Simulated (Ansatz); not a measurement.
# Work function of V(110): what the settings cost and change, part 2 of 2

How far do functional and pseudopotentials move the work function of V(110), and at what cost?

Ansatz 0.2.0; plane-wave DFT, PBE, Ansatz PAW (the session's first sound run).

So far, work function, upper face (eV): step 2 (slab, setting PBE, Ansatz PAW (420 eV)) 4.78; step 4 (PBEsol) 4.86; step 5 (RPBE) 4.65; step 6 (r2SCAN) 4.89; step 7 (PBE JTH) 4.77.

## Step 8: Slab

This step: plane-wave DFT, PBE, norm-conserving (Ansatz 0.2.0).

File input.yaml:

```yaml
crystal:
  lattice:
    - [2.1354624792, -1.51, 0.0]
    - [2.1354624792, 1.51, 0.0]
    - [0.0, 0.0, 30.8127748751]
  atoms:
    - { symbol: V, position: [0.0, 0.0, 0.2920866438] }
    - { symbol: V, position: [0.5, 0.5, 0.3613910959] }
    - { symbol: V, position: [0.0, 0.0, 0.4306955479] }
    - { symbol: V, position: [0.5, 0.5, 0.5] }
    - { symbol: V, position: [0.0, 0.0, 0.5693044521] }
    - { symbol: V, position: [0.5, 0.5, 0.6386089041] }
    - { symbol: V, position: [0.0, 0.0, 0.7079133562] }
kpoints:
  mp_grid: { grid: [16, 16, 1] }
hamiltonian:
  xc: pbe
  pseudopotentials: { kind: nc }
scf:
  occupations: { method: fermi_dirac, width: 0.1 }
  convergence: { dr2_threshold: 1.0e-09 }
efield:
  axis: 3
  dipole_correction: true
  ramp_position: 0.97
  ramp_width: 0.06
output:
  write_potential: true
  write_density: true
  volumetric_format: npy
```

Started as:

```console
$ ansatz run input.yaml --threads 2 --pin off --max-ram 3072MiB --backend cpu --events-out ev --progress --plain --runs-dir out
```

Numbers of over 12 decimals in the logs are rounded to 6 here.

The log of the run:

```text
[...]
Crystal: 7 atoms, lattice volume = 198.715 Å³
Basis set: ecut = 1142.878222 eV, 17443 PW (Γ)
Bands: 55, of which v1, the nominal top of the filled ones, is band 46 counted from 1 (45 counted from 0)
Symmetry: 4 space group operations
k-points: 73 of 256
[...]
k-point 0: bands = [... 42 lower, 5.6574, 5.6717, 5.7335, 5.8385, 5.8907, 5.9377, 6.0674, 6.2899, ... 5 higher]
  k-point 1: bands = [... 42 lower, 5.5862, 5.6200, 5.6736, 5.7812, 5.8661, 5.9670, 6.0888, 6.1114, ... 5 higher]
  k-point 2: bands = [... 42 lower, 5.3746, 5.4650, 5.5721, 5.7428, 5.7477, 5.7485, 6.0266, 6.1404, ... 5 higher]
  k-point 72: bands = [... 42 lower, 5.5401, 5.8991, 6.3292, 7.0477, 7.0768, 7.1464, 7.2362, 7.3739, ... 5 higher]
[key lines of the parts left out:]
SCF converged after 15 iterations
Free energy (F): -14625.153948 eV
Fermi energy:    5.576223 eV
Dipole field:    D = 0.000001 V/Å  (p = 0.000001 e·Å, saw-weighted, corrected)
Work function:   Φ+ = 4.7781 eV   Φ− = 4.7782 eV
```

Run time: 12 min. Hardware: 2 threads of Arm Neoverse N1, shared host; peak memory 2 GiB.

The work function is 4.778 eV, +0.003 eV from the run “PBE, Ansatz PAW (420 eV)”, at 5.3 times its CPU time.

## Step 9: Run

This step: plane-wave DFT, LDA, norm-conserving (Ansatz 0.2.0).

input.yaml: that of step 8 with these lines changed.

```diff
@@ -16,3 +16,3 @@
 hamiltonian:
-  xc: pbe
+  xc: lda
   pseudopotentials: { kind: nc }
```

The log of the run:

```text
[...]
Crystal: 7 atoms, lattice volume = 198.715 Å³
Basis set: ecut = 1142.878222 eV, 17443 PW (Γ)
Bands: 55, of which v1, the nominal top of the filled ones, is band 46 counted from 1 (45 counted from 0)
Symmetry: 4 space group operations
k-points: 73 of 256
[...]
k-point 0: bands = [... 42 lower, 5.3739, 5.3758, 5.4764, 5.5592, 5.5940, 5.6415, 5.7717, 6.0677, ... 5 higher]
  k-point 1: bands = [... 42 lower, 5.2989, 5.3622, 5.3861, 5.4897, 5.5697, 5.6710, 5.7937, 5.8915, ... 5 higher]
  k-point 2: bands = [... 42 lower, 5.1161, 5.1723, 5.2774, 5.4515, 5.4548, 5.5072, 5.7963, 5.8467, ... 5 higher]
  k-point 72: bands = [... 42 lower, 5.2524, 5.6448, 6.0447, 6.7500, 6.7877, 6.8738, 6.9576, 7.0708, ... 5 higher]
[key lines of the parts left out:]
SCF converged after 14 iterations
Free energy (F): -14047.514190 eV
Fermi energy:    5.302860 eV
Dipole field:    D = -0.000000 V/Å  (p = -0.000000 e·Å, saw-weighted, corrected)
Work function:   Φ+ = 4.9952 eV   Φ− = 4.9952 eV
```

Run time: 14 min. Hardware: 2 threads; peak memory 1.9 GiB; 25 min of CPU time.

The work function is 4.995 eV, +0.220 eV from the run “PBE, Ansatz PAW (420 eV)”, at 5.9 times its CPU time.

## Step 10: Run, setting PBE, all layers relaxed

This step: plane-wave DFT, PBE, Ansatz PAW (Ansatz 0.2.0).

input.yaml: that of step 9 with these lines changed.

```diff
@@ -16,4 +16,3 @@
 hamiltonian:
-  xc: lda
-  pseudopotentials: { kind: nc }
+  xc: pbe
 scf:
@@ -26,2 +25,5 @@
   ramp_width: 0.06
+relax:
+  f_tol: 0.01
+  max_steps: 40
 output:
```

The log of the run:

```text
[...]
Crystal: 7 atoms, lattice volume = 198.715 Å³
Basis set: ecut = 420 eV, 3845 PW (Γ), exchange–correlation on 36×36×432 points (8 copies of the dense FFT grid, shifted against one another)
Bands: 55, of which v1, the nominal top of the filled ones, is band 46 counted from 1 (45 counted from 0)
Symmetry: 4 space group operations
k-points: 73 of 256
[...]
F+E_penalty+E_count = -20385.12626073 eV   max|allowed force component| = 1.183e-3 eV/Å
  atoms:
    - { symbol: V, position: [0.0, 0.0, 0.299682] }
    - { symbol: V, position: [0.5, 0.5, 0.363630] }
    - { symbol: V, position: [0.0, 0.0, 0.432288] }
    - { symbol: V, position: [0.5, 0.5, 0.500000] }
    - { symbol: V, position: [0.0, 0.0, 0.567712] }
    - { symbol: V, position: [0.5, 0.5, 0.636370] }
    - { symbol: V, position: [0.0, 0.0, 0.700318] }
[key lines of the parts left out:]
SCF converged after 9 iterations
Free energy (F): -20385.126261 eV
Fermi energy:    5.534406 eV
Dipole field:    D = 0.000001 V/Å  (p = 0.000001 e·Å, saw-weighted, corrected)
Work function:   Φ+ = 4.6847 eV   Φ− = 4.6847 eV
```

Elapsed: 6.8 min, on 2 threads; peak memory 0.8 GiB; 12 min of CPU time.

The relaxation took 4 steps and lowered the energy by 0.11 eV; the largest force on the free atoms ends at 0.0012 eV/Å.

The work function is 4.685 eV, -0.090 eV from the run “PBE, Ansatz PAW (420 eV)”, at 2.8 times its CPU time.

## Step 11: Side by side

Times are for 2 threads of Arm Neoverse N1, shared host. The series side by side:

```
no.                         setting  work function, upper face (eV)     time  memory (GiB)
  1        PBE, Ansatz PAW (420 eV)                           4.775  2.8 min          0.98
  2        LDA, Ansatz PAW (420 eV)                           4.994  2.5 min          0.97
  3     PBEsol, Ansatz PAW (420 eV)                           4.865  2.3 min          0.98
  4       RPBE, Ansatz PAW (420 eV)                           4.653  2.5 min          0.98
  5     r2SCAN, Ansatz PAW (500 eV)                           4.891  4.5 min           1.4
  6          PBE, JTH PAW (1410 eV)                           4.769   26 min           2.8
  7  PBE, norm-conserving (1143 eV)                           4.778   12 min           2.0
  8  LDA, norm-conserving (1143 eV)                           4.995   14 min           1.9
  9         PBE, all layers relaxed                           4.685  6.8 min           0.8
```

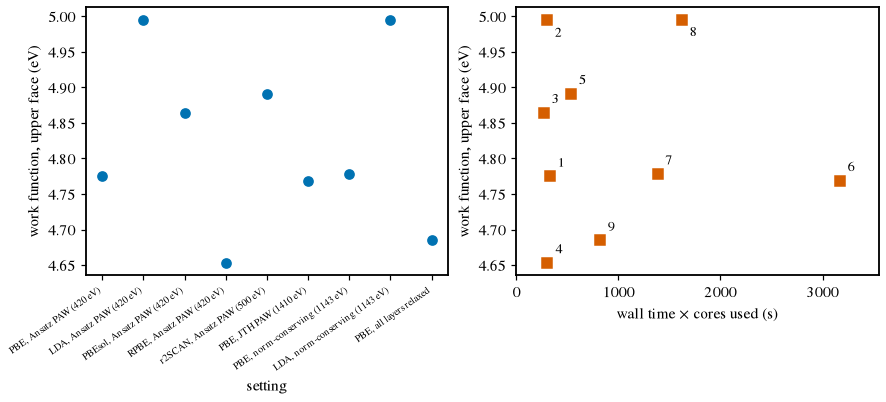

The series as plots; the last panel sets the first result against cost, with the runs numbered as in the table.

## Step 12: The same run with other settings

An input spoilt on purpose, to show how the run answers: it repeats the earlier run “PBE, Ansatz PAW (420 eV)” with efield.amplitude to 3.0, and scf.max_iter set to 75; its output block differs too.

input.yaml: that of step 10 with these lines changed.

```diff
@@ -20,2 +20,3 @@
   convergence: { dr2_threshold: 1.0e-09 }
+  max_iter: 75
 efield:
@@ -25,5 +26,3 @@
   ramp_width: 0.06
-relax:
-  f_tol: 0.01
-  max_steps: 40
+  amplitude: 3.0
 output:
```

The log of the run:

```text
[...]
Crystal: 7 atoms, lattice volume = 198.715 Å³
Basis set: ecut = 420 eV, 3845 PW (Γ)
Bands: 55, of which v1, the nominal top of the filled ones, is band 46 counted from 1 (45 counted from 0)
Symmetry: 4 space group operations
k-points: 73 of 256
[...]
SCF iter   1: F=—  HF=-20398.485024 eV  |F-HF|=—  |Δ(HF+E_count)|=         —  Δρ=1.17e-1  dr2=5.65e2  ethr=3.10e-3  p=1.902 e·Å  D=1.73e0 V/Å  ΔV_dip=-53.37 eV  dr2_dipole=1.10e2  V_vac-E_F(+/−)=26.56/7.20 eV  ⟨swp⟩=11.3  Hψ=23753  notcnv=0
[...]
SCF iter  22: F=-20387.737181 eV  HF=-20387.737181 eV  |F-HF|=9.46e-11  |Δ(HF+E_count)|=   5.64e-9  Δρ=2.11e-7  dr2=2.52e-10  ethr=1.10e-12  p=1.823 e·Å  D=1.66e0 V/Å  ΔV_dip=-51.14 eV  dr2_dipole=8.19e-11  V_vac-E_F(+/−)=21.47/0.57 eV  ⟨swp⟩=28.0  Hψ=28806  notcnv=0
WARN: efield: at this solve's end the planar-averaged density reaches 2.67e-3 e/Å³ inside the ramp window [0.9375, 0.1713] (bound 1e-5 e/Å³); the window's nearer edge stands 3.72 Å from this solve's nearest atom along the axis. Its free energy, forces, stress, dipole, levels and responses can be off, and this figure does not tell by how much. The cell may have no vacuum along `efield.axis`. A short vacuum, a low `basis.ecutwfc` or `basis.ecutrho_ratio` and negative occupations (`scf.occupations.method`) can put density there. See the manual's quickstart, § The vacuum guard
SCF 1 converged in 22 iterations: F = -20387.737181 eV  dr2 = 2.52e-10
[...]
SCF converged after 22 iterations
Free energy (F): -20387.737181 eV
[...]
Internal energy: -20387.318605 eV  (E = F + TS)
E sigma→0 (E₀):  -20387.527893 eV
Entropy (-TS):   -0.418576 eV (-59.797 meV/atom)
Fermi energy:    5.091858 eV
Dipole field:    D = 1.659654 V/Å  (p = 1.822576 e·Å, saw-weighted, corrected)
Work function:   not extracted (applied field tilts the vacuum); planar V_es + V_field profile in the machine report
[...]
Vacuum region:   at the solve's end the planar-averaged density reaches 2.67e-3 e/Å³ inside the ramp window [0.9375, 0.1713] (bound 1e-5 e/Å³)
[...]
--- Band table (eV; the first three rows and the last of 73) ---
  k-point 0: bands = [... 42 lower, 5.1676, 5.1789, 5.2699, 5.3464, 5.3998, 5.4485, 5.5753, 5.8463, ... 5 higher]
  k-point 1: bands = [... 42 lower, 5.0862, 5.1638, 5.1831, 5.2897, 5.3764, 5.4775, 5.5752, 5.6876, ... 5 higher]
  k-point 2: bands = [... 42 lower, 4.8898, 4.9887, 5.0795, 5.2360, 5.2569, 5.2916, 5.5466, 5.6249, ... 5 higher]
  k-point 72: bands = [... 42 lower, 5.0449, 5.4202, 5.8327, 6.5553, 6.5886, 6.6690, 6.7380, 6.8860, ... 5 higher]
```

Elapsed: 5.7 min, on 2 threads; peak memory 0.96 GiB; 11 min of CPU time.

In so strong a field the program warns of density in the ramp of the sawtooth; these numbers are not the system's.

## Step 13: What came out

```json
{
 "work function, PBE, Ansatz PAW (420 eV)": "4.775 eV",
 "work function, LDA, Ansatz PAW (420 eV)": "4.994 eV",
 "work function, RPBE, Ansatz PAW (420 eV)": "4.653 eV",
 "work function, r2SCAN, Ansatz PAW (500 eV)": "4.891 eV",
 "work function, LDA, norm-conserving (1143 eV)": "4.995 eV",
 "work function, PBE, all layers relaxed": "4.685 eV"
}
```

**Reading.** PBE on the default files gives 4.78 eV, and the settings tried spread the value from 4.65 to 5.00 eV. At one geometry LDA lies 0.22 eV above PBE. The choice of pseudopotentials moves the PBE value by 0.009 eV. Relaxing the layers changes it by -0.090 eV. The ladder's slabs use the tabulated experimental lattice constant (two decimals; a low-temperature value for the alkali metals). The main runs have no spin polarisation; a magnetic state could lie lower and would change these results.

[Logs are printed without paths, hosts, clocks, repeated set-up lines and the standing remarks that a program may print on its own settings, such as how far it seeks lower states.]

[Hosts, paths, dates, database ids (printed as entryN), source tags and the programs' standing remarks are cut or masked in the printed files.]

[Maps of the electrostatic potential energy from Ansatz leave out the sawtooth potential of an applied field or a dipole correction, so their vacuum need not be flat; planar profiles and work functions include it.]
